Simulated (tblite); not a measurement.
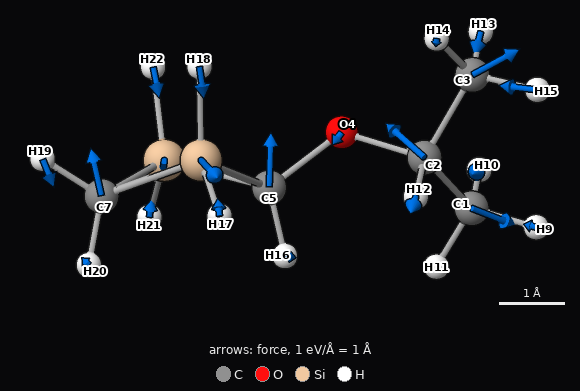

Starting geometry of C5H14OSi2 with the computed forces as blue arrows. A ball-and-stick model, seen from a free direction.

Computed with tblite, GFN2-xTB geometry optimisation, gas phase. 

What follows when this structure is relaxed?

Answer. It isn't relaxed: the largest force vector, on a Si atom, is 1.46 eV/Å. The final displacements have little in common with the starting forces (cosine between the two patterns 0.11). After 122 geometry steps the energy has fallen by 0.353 eV. The largest move after the best rigid fit is that of an H atom, 1.28 Å. By element the largest moves are H 1.28 Å, Si 0.58 Å, C 0.44 Å, O 0.17 Å. Near-neighbour distances that change, for instance: H–Si 1.488 → 1.463 Å, C–H 1.111 → 1.087 Å, C–Si 1.916 → 1.939 Å, C–H 1.085 → 1.105 Å. Bond angles that change, for instance: Si–C–Si 84.0° → 92.3°, Si–C–Si 85.3° → 93.2°, O–C–Si 115.4° → 110.6°. Groups turn about C–Si by about 25°, C–Si by about 25°, C–Si by about 25°. The run took 1.9 s on 1 thread of Arm Neoverse N1, on a shared host.
